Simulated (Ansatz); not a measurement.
## Run report: BSi₄H₁₁Cl₂O₂, geometry relaxation (part 1 of 2)

- system: BSi₄H₁₁Cl₂O₂
- method: RKS PBE0-D4/def2-TZVP (Ansatz 0.2.0)

The geometry is a transition state displaced along its imaginary mode. The reaction was set up to form B1–O10 and Cl2–H9 and to break B1–Cl2 and H9–O10 (atoms counted from 1 in the order of the input); sticks are drawn by distance alone. Figures and captions count atoms from 1; the log counts them from 0 in places.

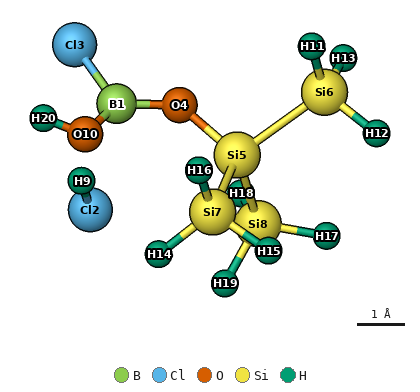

The starting structure (ball-and-stick view, seen at a tilt; atoms are numbered from 1 in the order of the input). Bond lengths as drawn: B–Cl 1.84 Å, B–O 1.35 to 1.36 Å, Cl–H 1.40 Å, H–O 0.96 Å, H–Si 1.48 to 1.49 Å, O–Si 1.69 Å and Si–Si 2.34 to 2.35 Å.

### Key numbers

- outcome: converged
- total energy: −61488.1079 eV
- mean-field energy: −61487.4779 eV
- dispersion energy: −0.6300 eV
- SCF solution under orbital rotations: stable
- largest force (length of the vector) at the end: 0.004 eV/Å
- dipole moment: 1.48 D
- hardware: 4 CPU threads, shared host
- wall time: 2 min (CPU time 3.4 min)
- peak memory: 1.1 GiB

### Input
```yaml
crystal:
  periodic: [false, false, false]
  atoms:
    - {symbol: B, position_ang: [-1.643367, -1.114909, -1.188728]}
    - {symbol: Cl, position_ang: [-0.062564, -3.119945, -0.392723]}
    - {symbol: Cl, position_ang: [-2.235315, -1.684716, -2.829934]}
    - {symbol: O, position_ang: [-0.691974, -0.143125, -1.210913]}
    - {symbol: Si, position_ang: [0.343644, 0.540463, -0.061326]}
    - {symbol: Si, position_ang: [0.570092, 2.783887, -0.687268]}
    - {symbol: Si, position_ang: [-0.537444, 0.410507, 2.106971]}
    - {symbol: Si, position_ang: [2.441085, -0.521331, -0.136207]}
    - {symbol: H, position_ang: [-1.246897, -2.460990, -0.033097]}
    - {symbol: O, position_ang: [-2.315206, -1.524880, -0.091384]}
    - {symbol: H, position_ang: [-0.748476, 3.464106, -0.711897]}
    - {symbol: H, position_ang: [1.439825, 3.453876, 0.311714]}
    - {symbol: H, position_ang: [1.195295, 2.899980, -2.030332]}
    - {symbol: H, position_ang: [-0.655303, -0.999937, 2.561481]}
    - {symbol: H, position_ang: [0.416277, 1.126101, 3.004089]}
    - {symbol: H, position_ang: [-1.869486, 1.069073, 2.198702]}
    - {symbol: H, position_ang: [3.464511, 0.523760, 0.147178]}
    - {symbol: H, position_ang: [2.675985, -1.078861, -1.502033]}
    - {symbol: H, position_ang: [2.557274, -1.589788, 0.875393]}
    - {symbol: H, position_ang: [-3.097957, -2.033272, -0.329887]}
basis:
  gaussian: {orbitals: def2-TZVP}
hamiltonian: {xc: pbe0, dispersion: d4}
relax: {f_tol: 0.005, max_steps: 200}
```

Command:
```bash
ansatz run in.yaml --threads 4 --pin off --events-out ev --progress --plain --max-ram 66560MiB --backend cuda --devices 0, --max-vram 37GiB
```

### The program's output
```
Functional definition: PBE0
  name "PBE0"
  cite "Adamo & Barone, J. Chem. Phys. 110, 6158 (1999) doi:10.1063/1.478522"
  cite "Perdew, Burke & Ernzerhof, Phys. Rev. Lett. 77, 3865 (1996) doi:10.1103/PhysRevLett.77.3865"
  parent pbe
  parameter a = 0.25
  parameter kappa = 0.804
  parameter beta = 0.06672455060314922
  exchange = (1 - a)*pbe_x(kappa = kappa, mu = beta*pi^2/3) + a*exact_x
  correlation = pbe_c(beta = beta)
2563 factors; their error is unknown
mean field evaluation 1: about -61479.6723 eV, gradient 6.5e1 eV
mean field evaluation 2: about -61468.1640 eV, gradient 1.0e2 eV
mean field evaluation 4: about -61486.4151 eV, gradient 5.7e0 eV
mean field evaluation 8: about -61486.4670 eV, gradient 3.2e-1 eV
mean field evaluation 16: about -61486.6838 eV, gradient 3.6e-3 eV
mean field -61486.68381272 eV, -2259.5939529461 hartree, gradient 6.2e-5 eV, S^2 0.000000; 0 other end points of the search recorded, 0 dependent functions left out
the calculation of the forces begins
reference -61486.68386444 eV, -2259.5939548470 hartree; 61, 61 occupied and 320, 320 virtual orbitals, 2563 factors
relax step   1: F+E_penalty+E_count = -61487.34653049 eV  Δ(F+E_penalty+E_count) = +0.000e0 eV  max|allowed force component| = 3.448e0 eV/Å  Δτ_max = 0.0000 Å  (31 SCF iters, accepted)
these checks for a lower state are left out or cut short: starts, cluster_reference, orbital_swaps, neighbouring_geometries, increment
2563 factors; their error is unknown
mean field -61487.06900288 eV, -2259.6081084236 hartree, gradient 1.4e-5 eV, S^2 0.000000; 0 other end points of the search recorded, 0 dependent functions left out
[... from here on the field's lines of each further geometry are left out, up to the last ...]
relax step   2: F+E_penalty+E_count = -61487.72534737 eV  Δ(F+E_penalty+E_count) = -3.788e-1 eV  max|allowed force component| = 1.471e0 eV/Å  Δτ_max = 0.1975 Å  (31 SCF iters, accepted)
relax step   3: F+E_penalty+E_count = -61487.92409096 eV  Δ(F+E_penalty+E_count) = -1.987e-1 eV  max|allowed force component| = 9.679e-1 eV/Å  Δτ_max = 0.1949 Å  (31 SCF iters, accepted)
relax step   4: F+E_penalty+E_count = -61488.02259568 eV  Δ(F+E_penalty+E_count) = -9.850e-2 eV  max|allowed force component| = 8.565e-1 eV/Å  Δτ_max = 0.1948 Å  (31 SCF iters, accepted)
relax step   5: F+E_penalty+E_count = -61488.06480434 eV  Δ(F+E_penalty+E_count) = -4.221e-2 eV  max|allowed force component| = 7.501e-1 eV/Å  Δτ_max = 0.2000 Å  (31 SCF iters, accepted)
relax step   6: F+E_penalty+E_count = -61488.08699138 eV  Δ(F+E_penalty+E_count) = -2.219e-2 eV  max|allowed force component| = 3.864e-1 eV/Å  Δτ_max = 0.1471 Å  (32 SCF iters, accepted)
relax step   7: F+E_penalty+E_count = -61488.09397275 eV  Δ(F+E_penalty+E_count) = -6.981e-3 eV  max|allowed force component| = 1.201e-1 eV/Å  Δτ_max = 0.0855 Å  (33 SCF iters, accepted)
relax step   8: F+E_penalty+E_count = -61488.09753335 eV  Δ(F+E_penalty+E_count) = -3.561e-3 eV  max|allowed force component| = 1.208e-1 eV/Å  Δτ_max = 0.0625 Å  (33 SCF iters, accepted)
relax step   9: F+E_penalty+E_count = -61488.09971874 eV  Δ(F+E_penalty+E_count) = -2.185e-3 eV  max|allowed force component| = 9.386e-2 eV/Å  Δτ_max = 0.0778 Å  (32 SCF iters, accepted)
relax step  10: F+E_penalty+E_count = -61488.10070861 eV  Δ(F+E_penalty+E_count) = -9.899e-4 eV  max|allowed force component| = 6.425e-2 eV/Å  Δτ_max = 0.0438 Å  (33 SCF iters, accepted)
relax step  11: F+E_penalty+E_count = -61488.10074600 eV  Δ(F+E_penalty+E_count) = -3.740e-5 eV  max|allowed force component| = 4.560e-2 eV/Å  Δτ_max = 0.0442 Å  (32 SCF iters, accepted)
relax step  12: F+E_penalty+E_count = -61488.10148979 eV  Δ(F+E_penalty+E_count) = -7.438e-4 eV  max|allowed force component| = 3.356e-2 eV/Å  Δτ_max = 0.0183 Å  (33 SCF iters, accepted)
relax step  13: F+E_penalty+E_count = -61488.10164731 eV  Δ(F+E_penalty+E_count) = -1.575e-4 eV  max|allowed force component| = 2.628e-2 eV/Å  Δτ_max = 0.0227 Å  (33 SCF iters, accepted)
relax step  14: F+E_penalty+E_count = -61488.10179281 eV  Δ(F+E_penalty+E_count) = -1.455e-4 eV  max|allowed force component| = 1.280e-2 eV/Å  Δτ_max = 0.0116 Å  (25 SCF iters, accepted)
relax step  15: F+E_penalty+E_count = -61488.10206121 eV  Δ(F+E_penalty+E_count) = -2.684e-4 eV  max|allowed force component| = 1.730e-2 eV/Å  Δτ_max = 0.0285 Å  (33 SCF iters, accepted)
relax step  16: F+E_penalty+E_count = -61488.09993848 eV  Δ(F+E_penalty+E_count) = +2.123e-3 eV  max|allowed force component| = 1.686e-1 eV/Å  Δτ_max = 0.1928 Å  (31 SCF iters, rejected (line search))
relax step  17: F+E_penalty+E_count = -61487.92457834 eV  Δ(F+E_penalty+E_count) = +1.775e-1 eV  max|allowed force component| = 3.449e0 eV/Å  Δτ_max = 0.0511 Å  (31 SCF iters, rejected (line search))
relax step  18: F+E_penalty+E_count = -61488.10233155 eV  Δ(F+E_penalty+E_count) = -2.703e-4 eV  max|allowed force component| = 9.744e-3 eV/Å  Δτ_max = 0.0256 Å  (33 SCF iters, accepted)
relax step  19: F+E_penalty+E_count = -61488.10317019 eV  Δ(F+E_penalty+E_count) = -8.386e-4 eV  max|allowed force component| = 5.092e-2 eV/Å  Δτ_max = 0.0978 Å  (32 SCF iters, accepted)
relax step  20: F+E_penalty+E_count = -61488.10326352 eV  Δ(F+E_penalty+E_count) = -9.332e-5 eV  max|allowed force component| = 9.347e-2 eV/Å  Δτ_max = 0.0762 Å  (32 SCF iters, accepted)
relax step  21: F+E_penalty+E_count = -61488.10386300 eV  Δ(F+E_penalty+E_count) = -5.995e-4 eV  max|allowed force component| = 7.057e-2 eV/Å  Δτ_max = 0.0198 Å  (33 SCF iters, accepted)
relax step  22: F+E_penalty+E_count = -61488.10484038 eV  Δ(F+E_penalty+E_count) = -9.774e-4 eV  max|allowed force component| = 3.286e-2 eV/Å  Δτ_max = 0.0413 Å  (33 SCF iters, accepted)
relax step  23: F+E_penalty+E_count = -61488.10533405 eV  Δ(F+E_penalty+E_count) = -4.937e-4 eV  max|allowed force component| = 3.378e-2 eV/Å  Δτ_max = 0.0435 Å  (33 SCF iters, accepted)
relax step  24: F+E_penalty+E_count = -61488.10458264 eV  Δ(F+E_penalty+E_count) = +7.514e-4 eV  max|allowed force component| = 1.131e-1 eV/Å  Δτ_max = 0.1375 Å  (31 SCF iters, rejected (line search))
relax step  25: F+E_penalty+E_count = -61488.05175006 eV  Δ(F+E_penalty+E_count) = +5.358e-2 eV  max|allowed force component| = 6.449e-1 eV/Å  Δτ_max = 0.0688 Å  (31 SCF iters, rejected (line search))
relax step  26: F+E_penalty+E_count = -61488.10591450 eV  Δ(F+E_penalty+E_count) = -5.805e-4 eV  max|allowed force component| = 7.753e-3 eV/Å  Δτ_max = 0.0344 Å  (33 SCF iters, accepted)
relax step  27: F+E_penalty+E_count = -61488.10660790 eV  Δ(F+E_penalty+E_count) = -6.934e-4 eV  max|allowed force component| = 3.275e-2 eV/Å  Δτ_max = 0.0989 Å  (32 SCF iters, accepted)
relax step  28: F+E_penalty+E_count = -61488.10641725 eV  Δ(F+E_penalty+E_count) = +1.906e-4 eV  max|allowed force component| = 5.728e-2 eV/Å  Δτ_max = 0.0549 Å  (32 SCF iters, rejected (line search))
relax step  29: F+E_penalty+E_count = -61488.10691245 eV  Δ(F+E_penalty+E_count) = -3.046e-4 eV  max|allowed force component| = 2.698e-2 eV/Å  Δτ_max = 0.0270 Å  (33 SCF iters, accepted)
relax step  30: F+E_penalty+E_count = -61488.10712078 eV  Δ(F+E_penalty+E_count) = -2.083e-4 eV  max|allowed force component| = 3.057e-2 eV/Å  Δτ_max = 0.0524 Å  (32 SCF iters, accepted)
relax step  31: F+E_penalty+E_count = -61488.10726057 eV  Δ(F+E_penalty+E_count) = -1.398e-4 eV  max|allowed force component| = 3.472e-2 eV/Å  Δτ_max = 0.0293 Å  (33 SCF iters, accepted)
relax step  32: F+E_penalty+E_count = -61488.10741556 eV  Δ(F+E_penalty+E_count) = -1.550e-4 eV  max|allowed force component| = 2.971e-2 eV/Å  Δτ_max = 0.0139 Å  (34 SCF iters, accepted)
relax step  33: F+E_penalty+E_count = -61488.10763544 eV  Δ(F+E_penalty+E_count) = -2.199e-4 eV  max|allowed force component| = 2.318e-2 eV/Å  Δτ_max = 0.0356 Å  (33 SCF iters, accepted)
relax step  34: F+E_penalty+E_count = -61488.10771251 eV  Δ(F+E_penalty+E_count) = -7.707e-5 eV  max|allowed force component| = 2.325e-2 eV/Å  Δτ_max = 0.0336 Å  (33 SCF iters, accepted)
relax step  35: F+E_penalty+E_count = -61488.10775547 eV  Δ(F+E_penalty+E_count) = -4.296e-5 eV  max|allowed force component| = 2.288e-2 eV/Å  Δτ_max = 0.0264 Å  (33 SCF iters, accepted)
relax step  36: F+E_penalty+E_count = -61488.10778338 eV  Δ(F+E_penalty+E_count) = -2.792e-5 eV  max|allowed force component| = 1.971e-2 eV/Å  Δτ_max = 0.0192 Å  (33 SCF iters, accepted)
relax step  37: F+E_penalty+E_count = -61488.10780989 eV  Δ(F+E_penalty+E_count) = -2.651e-5 eV  max|allowed force component| = 1.518e-2 eV/Å  Δτ_max = 0.0110 Å  (34 SCF iters, accepted)
relax step  38: F+E_penalty+E_count = -61488.10783204 eV  Δ(F+E_penalty+E_count) = -2.215e-5 eV  max|allowed force component| = 1.064e-2 eV/Å  Δτ_max = 0.0042 Å  (26 SCF iters, accepted)
relax step  39: F+E_penalty+E_count = -61488.10784364 eV  Δ(F+E_penalty+E_count) = -1.160e-5 eV  max|allowed force component| = 6.024e-3 eV/Å  Δτ_max = 0.0040 Å  (25 SCF iters, accepted)
relax step  40: F+E_penalty+E_count = -61488.10784956 eV  Δ(F+E_penalty+E_count) = -5.920e-6 eV  max|allowed force component| = 3.693e-3 eV/Å  Δτ_max = 0.0027 Å  (25 SCF iters, accepted)
relax step  41: F+E_penalty+E_count = -61488.10785633 eV  Δ(F+E_penalty+E_count) = -6.764e-6 eV  max|allowed force component| = 3.004e-3 eV/Å  Δτ_max = 0.0067 Å  (26 SCF iters, accepted)
relax step  42: F+E_penalty+E_count = -61488.10786013 eV  Δ(F+E_penalty+E_count) = -3.807e-6 eV  max|allowed force component| = 3.340e-3 eV/Å  Δτ_max = 0.0070 Å  (26 SCF iters, accepted)
the calculation of the forces begins
reference -61487.47793993 eV, -2259.6231365831 hartree; 61, 61 occupied and 320, 320 virtual orbitals, 2563 factors
relax step  43: F+E_penalty+E_count = -61488.10786230 eV  Δ(F+E_penalty+E_count) = -2.166e-6 eV  max|allowed force component| = 3.032e-3 eV/Å  Δτ_max = 0.0053 Å  (24 SCF iters, accepted)
2563 factors; their error is unknown
mean field evaluation 320: about -61487.4778 eV, gradient 2.8e-1 eV
```

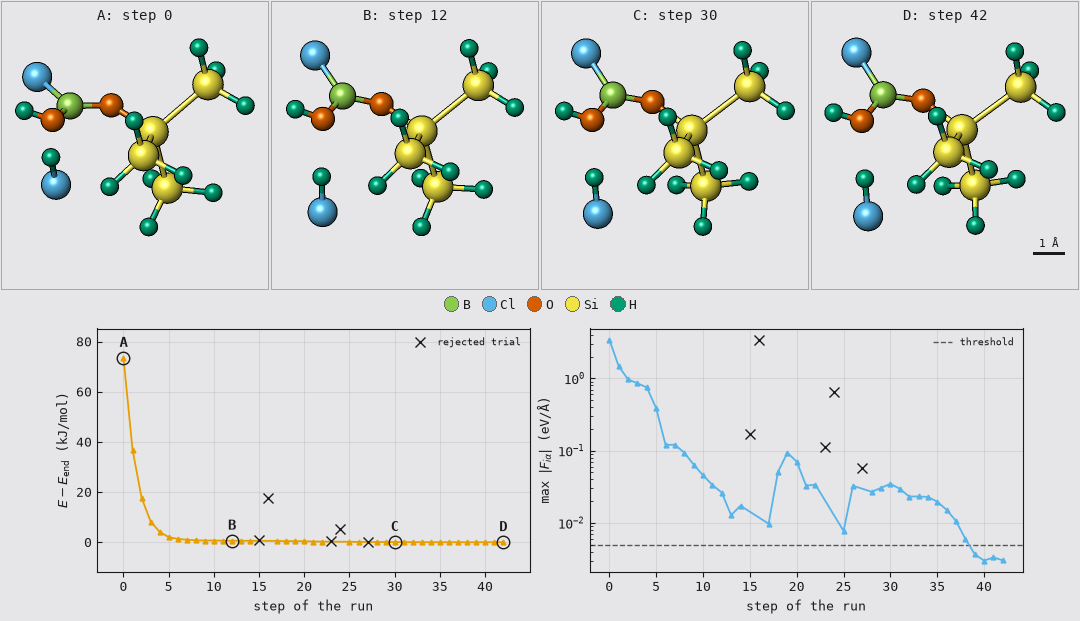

Frames of the relaxation (ball-and-stick view, seen at a tilt) above the curves, on which the letters mark them (the first geometry is step 0 here and step 1 in the log).

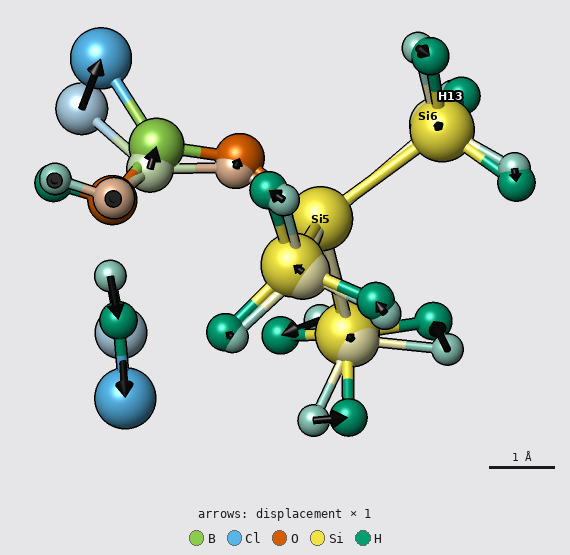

Start (faint) and end (solid) with the displacements as black arrows, at true length (ball-and-stick view, seen at a tilt). The two geometries are laid on each other by the best rigid fit. The largest move after the best rigid fit is that of Cl2, 1.18 Å. By element the largest moves are Cl 1.18 Å, H 0.83 Å, O 0.39 Å, B 0.38 Å, Si 0.19 Å. Among the contacts that change: Cl2–H9 1.402 → 1.294 Å, B1–Cl3 1.835 → 1.770 Å, B1–O4 1.360 → 1.331 Å, B1–O10 1.350 → 1.371 Å. Among the angles that change: Cl3–B1–O4 115.6° → 120.1°, O4–B1–O10 125.3° → 121.1°, Si7–Si5–Si8 109.9° → 112.6°. The energy falls by 73.5 kJ/mol in 42 geometry steps. Largest force component: 3.4 eV/Å at the start, 0.003 eV/Å at the end. The line search rejected the trial steps at points 15, 16, 23, 24, 27 (counted from 0) and went back. (Atoms are counted from 1 in the order of the input.)

```
mean field -61487.47788851 eV, -2259.6231346932 hartree, gradient 2.1e-5 eV, S^2 0.000000; 1 other end points of the search recorded, 0 dependent functions left out
the calculation of the forces begins
reference -61487.47793993 eV, -2259.6231365831 hartree; 61, 61 occupied and 320, 320 virtual orbitals, 2563 factors
Total energy: -61488.10791373 eV, -2259.6462876930 hartree
Atom 0 at    -1.753394    -0.840858    -1.437385 Å, force    -0.001409    -0.000048    -0.000594 eV/Å
Atom 1 at     0.268537    -3.512809     0.654887 Å, force    -0.001490     0.000950    -0.000573 eV/Å
Atom 2 at    -2.703393    -0.893171    -2.930464 Å, force     0.000017    -0.000291    -0.000783 eV/Å
Atom 3 at    -0.710009    -0.019505    -1.339384 Å, force     0.002081     0.002809     0.000029 eV/Å
Atom 4 at     0.303212     0.548067    -0.119300 Å, force     0.000327    -0.000353    -0.000049 eV/Å
Atom 5 at     0.623626     2.828137    -0.545218 Å, force    -0.000161     0.001688    -0.000506 eV/Å
Atom 6 at    -0.675717     0.341803     2.002516 Å, force    -0.000719    -0.001027    -0.000220 eV/Å
Atom 7 at     2.385341    -0.544162    -0.265685 Å, force     0.001676     0.000651    -0.000462 eV/Å
Atom 8 at    -0.744443    -2.775423     0.330639 Å, force     0.000904    -0.000855     0.000291 eV/Å
Atom 9 at    -2.112469    -1.657163    -0.395641 Å, force     0.000181    -0.003032     0.002899 eV/Å
Atom 10 at    -0.653489     3.585365    -0.444756 Å, force     0.001385    -0.000716    -0.000101 eV/Å
Atom 11 at     1.576765     3.351835     0.471431 Å, force    -0.001245    -0.000971    -0.001020 eV/Å
Atom 12 at     1.202955     3.030071    -1.900255 Å, force    -0.000515     0.000048     0.001475 eV/Å
Atom 13 at    -0.755445    -1.057887     2.489601 Å, force     0.000096     0.000705    -0.000237 eV/Å
Atom 14 at     0.179325     1.130571     2.932874 Å, force     0.000147     0.000118    -0.000357 eV/Å
Atom 15 at    -2.039435     0.938680     1.990553 Å, force    -0.000038     0.000086     0.000214 eV/Å
Atom 16 at     3.416658     0.447201    -0.681066 Å, force    -0.001056    -0.001062     0.000355 eV/Å
Atom 17 at     2.313683    -1.619484    -1.287485 Å, force     0.000034     0.000023     0.000434 eV/Å
Atom 18 at     2.782641    -1.110285     1.048883 Å, force    -0.000098     0.000145    -0.000384 eV/Å
Atom 19 at    -2.904951    -2.170986    -0.574946 Å, force    -0.000115     0.001132    -0.000410 eV/Å
Dipole moment:    -0.291502     0.073046     0.068512 e Å
```
